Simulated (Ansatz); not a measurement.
# AsH4Si with multiplicity 2: inversion of the pyramid at Si1

Wanted: the energy profile along the inversion of the pyramid at Si1, from relaxed end points and a band of images. SMILES of the start: [SiH2][AsH2].

All numbers below are computed with Ansatz 0.2.0 (UKS LDA/def2-SVP).

## Step 1: The starting structure

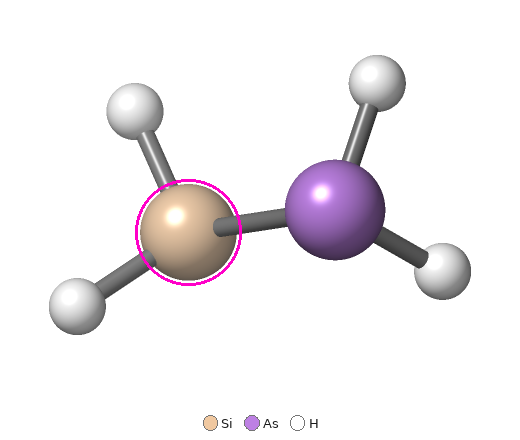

The starting structure, seen from a chosen angle (silicon light orange, arsenic purple, hydrogen white). Ringed: Si1.

As a file:

```xyz
6

Si   -0.1896   -1.0106    0.0960
As   -0.2415    1.2572   -0.4178
H     1.1645   -1.5902    0.1448
H    -0.8963   -1.7988   -0.9310
H     1.0843    1.4824    0.2414
H    -0.9215    1.6600    0.8666
```

## Step 2: End point A

The input, input.yaml:

```yaml
crystal:
  periodic: [false, false, false]
  atoms:
    - { symbol: Si, position_ang: [-0.18956, -1.01061, 0.09603] }
    - { symbol: As, position_ang: [-0.24146, 1.25723, -0.41781] }
    - { symbol: H, position_ang: [1.16449, -1.59018, 0.14478] }
    - { symbol: H, position_ang: [-0.89631, -1.79884, -0.93103] }
    - { symbol: H, position_ang: [1.08433, 1.48241, 0.24142] }
    - { symbol: H, position_ang: [-0.92148, 1.66, 0.8666] }
magnetization:
  spin_polarized: true
  initial_magnetization: 1
basis:
  gaussian: { orbitals: def2-SVP }
hamiltonian:
  xc: lda
relax:
  f_tol: 0.015
  max_steps: 40
```

The run is started by

```sh
$ ansatz run input.yaml --threads 1 --pin off --max-ram 2048MiB --backend cpu --events-out ev --progress --plain --runs-dir out
```

The log of the run (excerpt; [...] marks lines left out):

```text
Warning: RAYON_NUM_THREADS=1 ignored (pool sized by the plan → 1); use --threads N
[...]
Functional definition: SPW92
[...]
791 factors; their error is unknown
[...]
mean field -68650.30984237 eV, -2522.8523538558 hartree, gradient 1.2e-5 eV, S^2 0.751379; 0 other end points of the search recorded, 0 dependent functions left out
[...]
reference -68650.30986919 eV, -2522.8523548413 hartree; 26, 25 occupied and 44, 45 virtual orbitals, 791 factors
relax step   1: F+E_penalty+E_count = -68650.30984237 eV  Δ(F+E_penalty+E_count) = +0.000e0 eV  max|allowed force component| = 6.967e-1 eV/Å  Δτ_max = 0.0000 Å  (26 SCF iters, accepted)
[...]
relax step   3: F+E_penalty+E_count = -68650.37917967 eV  Δ(F+E_penalty+E_count) = -8.744e-3 eV  max|allowed force component| = 8.233e-2 eV/Å  Δτ_max = 0.0416 Å  (28 SCF iters, accepted)
[...]
relax step   5: F+E_penalty+E_count = -68650.41681857 eV  Δ(F+E_penalty+E_count) = -3.119e-2 eV  max|allowed force component| = 7.183e-2 eV/Å  Δτ_max = 0.2000 Å  (31 SCF iters, accepted)
[...]
relax step   7: F+E_penalty+E_count = -68650.42652027 eV  Δ(F+E_penalty+E_count) = -9.702e-3 eV  max|allowed force component| = 4.956e-2 eV/Å  Δτ_max = 0.1000 Å  (26 SCF iters, accepted)
[...]
relax step   9: F+E_penalty+E_count = -68650.42912977 eV  Δ(F+E_penalty+E_count) = +5.456e-4 eV  max|allowed force component| = 5.092e-2 eV/Å  Δτ_max = 0.0547 Å  (27 SCF iters, rejected (line search))
[...]
relax step  10: F+E_penalty+E_count = -68650.43022015 eV  Δ(F+E_penalty+E_count) = -5.447e-4 eV  max|allowed force component| = 3.598e-3 eV/Å  Δτ_max = 0.0205 Å  (27 SCF iters, accepted)
791 factors; their error is unknown
[...]
mean field -68650.43022015 eV, -2522.8567776577 hartree, gradient 8.3e-6 eV, S^2 0.751216; 1 other end points of the search recorded, 0 dependent functions left out
[...]
reference -68650.43024685 eV, -2522.8567786389 hartree; 26, 25 occupied and 44, 45 virtual orbitals, 791 factors
Total energy: -68650.43024685 eV, -2522.8567786389 hartree
Atom 0 at    -0.011493    -1.038412     0.168570 Å, force     0.002154     0.002480    -0.002636 eV/Å
Atom 1 at     0.028633     1.229787    -0.425969 Å, force    -0.000386    -0.000632     0.001873 eV/Å
Atom 2 at     1.270939    -1.677543    -0.320319 Å, force     0.003286    -0.002372     0.001028 eV/Å
Atom 3 at    -1.161636    -1.702251    -0.558654 Å, force    -0.003598     0.001219     0.000765 eV/Å
Atom 4 at     1.039316     1.599124     0.668283 Å, force    -0.000788    -0.000342    -0.000479 eV/Å
Atom 5 at    -1.165749     1.589305     0.468078 Å, force    -0.000669    -0.000353    -0.000551 eV/Å
Dipole moment:    -0.008020     0.074638     0.079234 e Å
```

It took 57 s on 1 thread of Intel Xeon at 2.50GHz (Skylake/Cascade Lake), shared host; peak memory 0.14 GiB.

Relaxation path:

```
step  energy from step 1 (eV)  largest force component (eV/Å)
   1                   0.0000                          0.6967
   2                  -0.0606                          0.1779
   3                  -0.0693                          0.0823
   4                  -0.0758                          0.1335
   5                  -0.1070                          0.0718
  6x                  -0.0825                          0.3619
   7                  -0.1167                          0.0496
   8                  -0.1198                          0.0266
  9x                  -0.1193                          0.0509
  10                  -0.1204                          0.0036
```

Step 1 is the start. 2 steps were tried and not accepted (marked x).

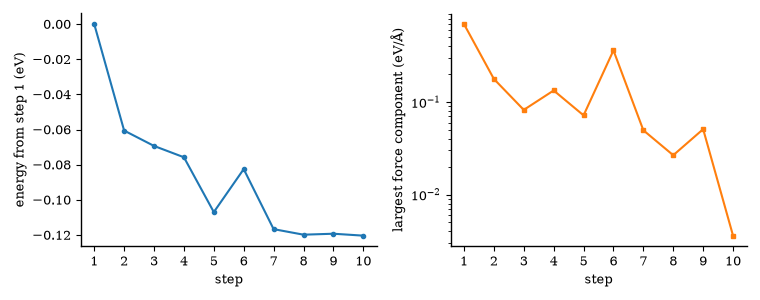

How energy and force went from step to step.

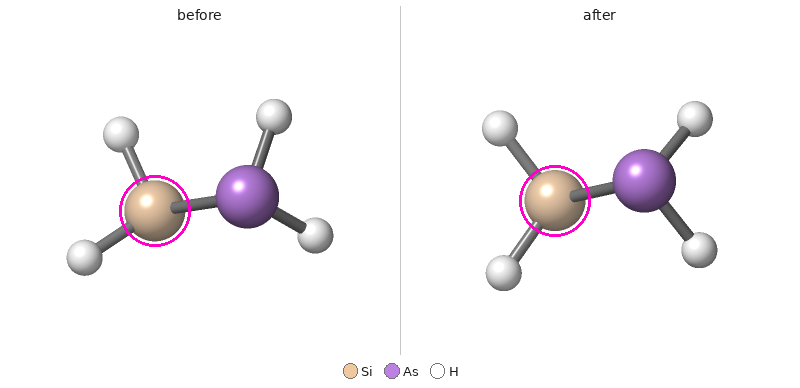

The structure before (left) and after (right), drawn at the same scale.

After: Bond lengths: Si1–As2 2.345 Å, Si1–H3 1.514 Å, Si1–H4 1.514 Å, As2–H5 1.535 Å, As2–H6 1.535 Å. Angles: Si1–As2–H5 93.6°, Si1–As2–H6 93.8°, H5–As2–H6 92.3°, As2–Si1–H3 108.2°, As2–Si1–H4 108.4°, H3–Si1–H4 107.7°.

## Step 3: End point B

The second end starts from a geometry with the move made by hand.

input.yaml, as its differences from that of step 2:

```diff
@@ -5,4 +5,4 @@
     - { symbol: As, position_ang: [-0.24146, 1.25723, -0.41781] }
-    - { symbol: H, position_ang: [1.16449, -1.59018, 0.14478] }
-    - { symbol: H, position_ang: [-0.89631, -1.79884, -0.93103] }
+    - { symbol: H, position_ang: [0.57242, -1.33882, 1.31398] }
+    - { symbol: H, position_ang: [-1.54832, -1.52203, 0.35654] }
     - { symbol: H, position_ang: [1.08433, 1.48241, 0.24142] }
@@ -19 +19,3 @@
   max_steps: 40
+output:
+  orbitals: {}
```

The run is started by

```sh
$ ansatz run input.yaml --threads 1 --pin off --max-ram 2048MiB --backend cpu --events-out ev --progress --plain --runs-dir out
```

The log of the run (excerpt; [...] marks lines left out):

```text
Warning: RAYON_NUM_THREADS=1 ignored (pool sized by the plan → 1); use --threads N
[...]
Functional definition: SPW92
[...]
791 factors; their error is unknown
[...]
mean field -68650.23518676 eV, -2522.8496103129 hartree, gradient 8.9e-5 eV, S^2 0.751584; 0 other end points of the search recorded, 0 dependent functions left out
[...]
reference -68650.23521337 eV, -2522.8496112907 hartree; 26, 25 occupied and 44, 45 virtual orbitals, 791 factors
relax step   1: F+E_penalty+E_count = -68650.23518676 eV  Δ(F+E_penalty+E_count) = +0.000e0 eV  max|allowed force component| = 8.860e-1 eV/Å  Δτ_max = 0.0000 Å  (25 SCF iters, accepted)
[...]
relax step   4: F+E_penalty+E_count = -68650.31656790 eV  Δ(F+E_penalty+E_count) = -8.784e-4 eV  max|allowed force component| = 2.881e-2 eV/Å  Δτ_max = 0.0107 Å  (28 SCF iters, accepted)
[...]
791 factors; their error is unknown
[...]
mean field -68650.33019671 eV, -2522.8531018640 hartree, gradient 7.6e-6 eV, S^2 0.751658; 1 other end points of the search recorded, 0 dependent functions left out
[...]
reference -68650.33022330 eV, -2522.8531028412 hartree; 26, 25 occupied and 44, 45 virtual orbitals, 791 factors
Total energy: -68650.33022330 eV, -2522.8531028412 hartree
Atom 0 at    -0.169685    -0.987487     0.195614 Å, force     0.004479    -0.002192     0.001400 eV/Å
Atom 1 at    -0.377765     1.293048    -0.355936 Å, force     0.001939     0.012888     0.004815 eV/Å
Atom 2 at     0.407811    -1.295256     1.558387 Å, force    -0.003462    -0.001639     0.000144 eV/Å
Atom 3 at    -1.497596    -1.687956     0.039852 Å, force     0.000198    -0.001842     0.001958 eV/Å
Atom 4 at     1.115009     1.530068    -0.078271 Å, force    -0.001988    -0.003029    -0.004028 eV/Å
Atom 5 at    -0.721844     1.675764     1.097114 Å, force    -0.001166    -0.004185    -0.004289 eV/Å
Dipole moment:     0.044212     0.032578     0.099658 e Å
```

Wall time 60 s (1 thread of Intel Xeon at 2.50GHz (Skylake/Cascade Lake), shared host); peak memory 0.13 GiB.

Step by step:

```
step  energy from step 1 (eV)  largest force component (eV/Å)
   1                   0.0000                          0.8860
   2                  -0.0694                          0.2645
   3                  -0.0805                          0.0464
   4                  -0.0814                          0.0288
   5                  -0.0839                          0.1387
  6x                  -0.0741                          0.2293
   7                  -0.0916                          0.0741
   8                  -0.0931                          0.1094
   9                  -0.0939                          0.0627
  10                  -0.0944                          0.0318
  11                  -0.0948                          0.0292
  12                  -0.0950                          0.0129
```

Step 1 is the start. 1 step was tried and not accepted (marked x).

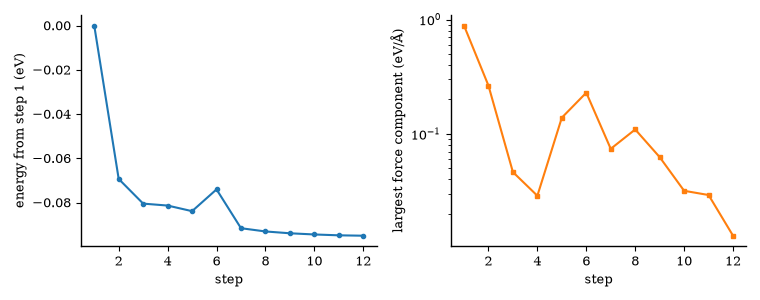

How energy and force went from step to step.

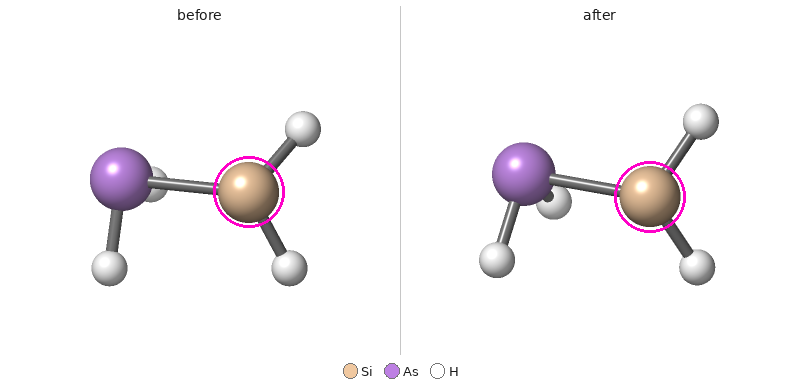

Before and after, at one scale.

After: Bond lengths: Si1–As2 2.355 Å, Si1–H3 1.512 Å, Si1–H4 1.509 Å, As2–H5 1.537 Å, As2–H6 1.541 Å. Angles: Si1–As2–H5 91.2°, Si1–As2–H6 92.3°, H5–As2–H6 90.5°, As2–Si1–H3 116.2°, As2–Si1–H4 110.3°, H3–Si1–H4 109.5°.

## Step 4: Nudged elastic band

crystal.atoms is end A as relaxed above, and neb.final_atoms is end B, turned to lie on A. With 5 inner images the band has 7 in all. The start path is listed, through a guess of the saddle.

The input, input.yaml:

```yaml
crystal:
  periodic: [false, false, false]
  atoms:
    - { symbol: Si, position_ang: [-0.011493, -1.038412, 0.16857] }
    - { symbol: As, position_ang: [0.028633, 1.229787, -0.425969] }
    - { symbol: H, position_ang: [1.270939, -1.677543, -0.320319] }
    - { symbol: H, position_ang: [-1.161636, -1.702251, -0.558654] }
    - { symbol: H, position_ang: [1.039316, 1.599124, 0.668283] }
    - { symbol: H, position_ang: [-1.165749, 1.589305, 0.468078] }
magnetization:
  spin_polarized: true
  initial_magnetization: 1
basis:
  gaussian: { orbitals: def2-SVP }
hamiltonian:
  xc: lda
neb:
  order_check: false
  images: 5
  f_tol: 0.05
  max_iterations: 60
  final_atoms:
    - { symbol: Si, position_ang: [0.20261059, -0.94130493, -0.52609791] }
    - { symbol: As, position_ang: [-0.31851127, 1.35085047, -0.37510051] }
    - { symbol: H, position_ang: [0.77087329, -1.58076911, 0.72031161] }
    - { symbol: H, position_ang: [-1.0018011, -1.72340425, -0.99083373] }
    - { symbol: H, position_ang: [1.11263115, 1.67987026, 0.07792032] }
    - { symbol: H, position_ang: [-0.76579267, 1.21476756, 1.09378921] }
  initial_path:
    images:
      - { positions_ang: [[-0.011493, -1.038412, 0.16857], [0.028633, 1.229787, -0.425969], [1.270939, -1.677543, -0.320319], [-1.161636, -1.702251, -0.558654], [1.039316, 1.599124, 0.668283], [-1.165749, 1.589305, 0.468078]] }
      - { positions_ang: [[-0.012423, -1.0262098, 0.02188139], [-0.05226852, 1.25664492, -0.42589741], [1.24868823, -1.63107528, -0.09338251], [-1.15945663, -1.71751977, -0.65069936], [1.05807403, 1.57096257, 0.53599865], [-1.08260412, 1.54720735, 0.61208824]] }
      - { positions_ang: [[-0.01335299, -1.01400759, -0.12480723], [-0.13317004, 1.28350284, -0.42582582], [1.22643746, -1.58460755, 0.13355398], [-1.15727725, -1.73278853, -0.74274472], [1.07683207, 1.54280115, 0.40371431], [-0.99945925, 1.50510969, 0.75609847]] }
      - { positions_ang: [[-0.01428299, -1.00180539, -0.27149584], [-0.21407156, 1.31036076, -0.42575423], [1.20418669, -1.53813983, 0.36049048], [-1.15509788, -1.7480573, -0.83479008], [1.0955901, 1.51463972, 0.27142996], [-0.91631437, 1.46301204, 0.90010871]] }
      - { positions_ang: [[0.05801487, -0.98163857, -0.35636319], [-0.24888479, 1.32385733, -0.40886966], [1.05974889, -1.55234959, 0.48043086], [-1.10399895, -1.73983961, -0.88680463], [1.10127045, 1.56971657, 0.20692675], [-0.86614047, 1.38026388, 0.96466888]] }
      - { positions_ang: [[0.13031273, -0.96147175, -0.44123055], [-0.28369803, 1.3373539, -0.39198508], [0.91531109, -1.56655935, 0.60037124], [-1.05290002, -1.73162193, -0.93881918], [1.1069508, 1.62479342, 0.14242354], [-0.81596657, 1.29751572, 1.02922904]] }
      - { positions_ang: [[0.20261059, -0.94130493, -0.52609791], [-0.31851127, 1.35085047, -0.37510051], [0.77087329, -1.58076911, 0.72031161], [-1.0018011, -1.72340425, -0.99083373], [1.11263115, 1.67987026, 0.07792032], [-0.76579267, 1.21476756, 1.09378921]] }
```

The run is started by

```sh
$ ansatz run input.yaml --threads 1 --pin off --max-ram 2048MiB --backend cpu --events-out ev --progress --plain --runs-dir out
```

The log of the run (excerpt; [...] marks lines left out):

```text
Warning: RAYON_NUM_THREADS=1 ignored (pool sized by the plan → 1); use --threads N
[...]
Functional definition: SPW92
[...]
791 factors; their error is unknown
[...]
mean field -68650.43022412 eV, -2522.8567778036 hartree, gradient 3.4e-5 eV, S^2 0.751216; 0 other end points of the search recorded, 0 dependent functions left out
[...]
reference -68650.43025111 eV, -2522.8567787954 hartree; 26, 25 occupied and 44, 45 virtual orbitals, 791 factors
791 factors; their error is unknown
[...]
mean field -68650.33019678 eV, -2522.8531018667 hartree, gradient 5.2e-5 eV, S^2 0.751658; 0 other end points of the search recorded, 0 dependent functions left out
[...]
reference -68650.33022391 eV, -2522.8531028635 hartree; 26, 25 occupied and 44, 45 virtual orbitals, 791 factors
NEB end point (image 0): max|allowed force component| = 3.596e-3 eV/Å (the criterion of neb.relax_end_points is 1.000e-2)
[...]
NEB iter  15: max|band force component| = 4.161e-2 eV/Å  barrier→ = 0.2388 eV  barrier← = 0.1388 eV  CI = image 3  Δτ_max = 0.0000 Å  (257 SCF iters)
Total energy: -68650.19147276 eV, -2522.8480038529 hartree
Atom 0 at    -0.063742    -0.966891    -0.235635 Å, force    -0.001683     0.003000     0.002460 eV/Å
Atom 1 at    -0.405586     1.328591    -0.328183 Å, force    -0.006934     0.000688     0.004718 eV/Å
Atom 2 at     0.911828    -1.661422     0.665838 Å, force     0.000273    -0.002841     0.002453 eV/Å
Atom 3 at    -0.855839    -1.829757    -1.166080 Å, force     0.001260    -0.001941    -0.004004 eV/Å
Atom 4 at     1.083085     1.650733    -0.117784 Å, force     0.003705     0.001654    -0.001381 eV/Å
Atom 5 at    -0.669736     1.478756     1.181834 Å, force     0.003378    -0.000561    -0.004246 eV/Å
Dipole moment:     0.058183     0.036422     0.085865 e Å
this run last wrote the band of iteration 15 to <dir>; this run last wrote the band within `neb.f_tol` of iteration 10 to <dir>
```

It took 4.2 min on 1 thread of Intel Xeon at 2.50GHz (Skylake/Cascade Lake), shared host; peak memory 0.14 GiB.

## Step 5: Images and barrier

Images 0 and 6 are the ends. Energies count from image 0; the path length is the program's own measure over all atoms.

```
image  path (Å)  energy (eV)  sum of angles at Si1 (°)  band force (eV/Å)
    0     0.000       0.0000                     324.2                  -
    1     0.681       0.0315                     326.7              0.002
    2     1.362       0.0855                     333.4              0.006
   3*     2.044       0.2388                     360.0              0.007
    4     2.289       0.1669                     353.1              0.016
    5     2.534       0.1047                     339.6              0.042
    6     2.780       0.1000                     336.1                  -
```

The star marks the climbing image.

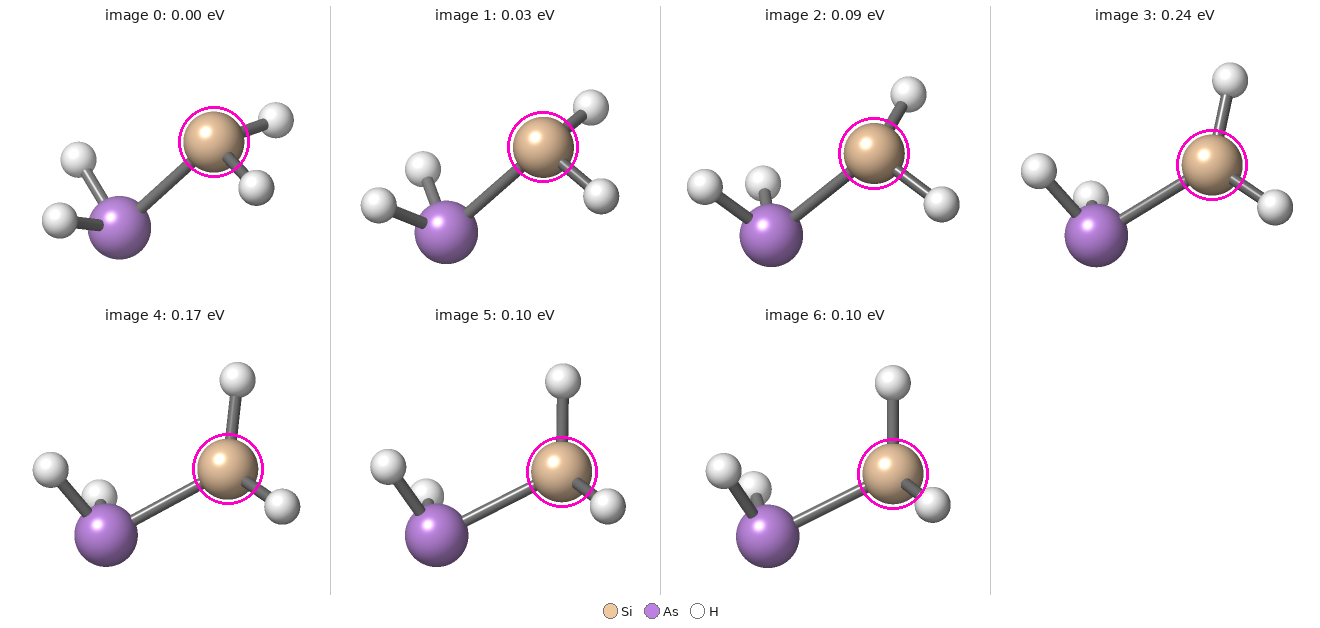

Snapshots along the band, viewed from a chosen angle. Ringed: Si1. Sticks join atoms closer than a bonding distance in each image.

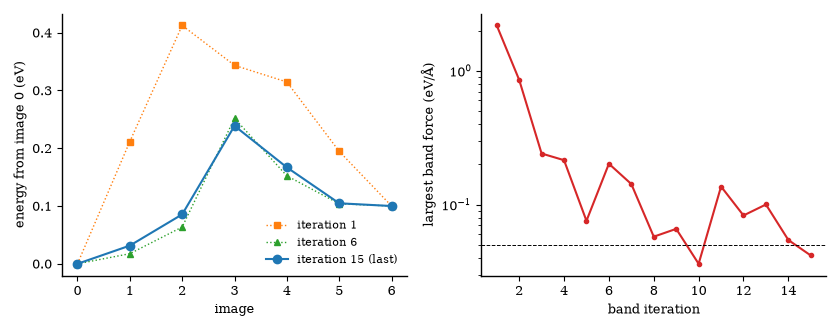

Left: energy of each image for early iterations and the last one (lines only join the points; early values far above the last band run off the scale). Right: the largest band force by iteration, with the threshold dashed.

The top of the band by iteration:

```
iteration  highest image above image 0 (eV)  largest band force (eV/Å)
        1                            0.4126                      2.183
        3                            0.2428                      0.241
        5                            0.2584                      0.076
        7                            0.2486                      0.142
        9                            0.2429                      0.066
       11                            0.2404                      0.136
       13                            0.2394                      0.100
       15                            0.2388                      0.042
```

Positions of all images (Å):

```xyz
6
image=0 dE=0.0000
Si   -0.011   -1.038    0.169
As    0.029    1.230   -0.426
H     1.271   -1.678   -0.320
H    -1.162   -1.702   -0.559
H     1.039    1.599    0.668
H    -1.166    1.589    0.468
6
image=1 dE=0.0315
Si   -0.149   -1.037    0.127
As   -0.152    1.248   -0.426
H     1.255   -1.581   -0.005
H    -1.033   -1.795   -0.839
H     1.122    1.504    0.388
H    -1.043    1.661    0.755
6
image=2 dE=0.0855
Si   -0.249   -1.030    0.053
As   -0.318    1.287   -0.388
H     1.138   -1.565    0.324
H    -0.855   -1.806   -1.092
H     1.128    1.491    0.086
H    -0.844    1.622    1.017
6
image=3 dE=0.2388
Si   -0.064   -0.967   -0.236
As   -0.406    1.329   -0.328
H     0.912   -1.661    0.666
H    -0.856   -1.830   -1.166
H     1.083    1.651   -0.118
H    -0.670    1.479    1.182
6
image=4 dE=0.1669
Si    0.086   -0.952   -0.383
As   -0.403    1.331   -0.321
H     0.822   -1.663    0.718
H    -0.900   -1.810   -1.121
H     1.080    1.661   -0.084
H    -0.685    1.433    1.190
6
image=5 dE=0.1047
Si    0.187   -0.946   -0.481
As   -0.378    1.333   -0.335
H     0.720   -1.622    0.758
H    -0.935   -1.759   -1.072
H     1.085    1.702   -0.047
H    -0.678    1.292    1.176
6
image=6 dE=0.1000
Si    0.203   -0.941   -0.526
As   -0.319    1.351   -0.375
H     0.771   -1.581    0.720
H    -1.002   -1.723   -0.991
H     1.113    1.680    0.078
H    -0.766    1.215    1.094
```

(Part 1 of 2 ends here.)
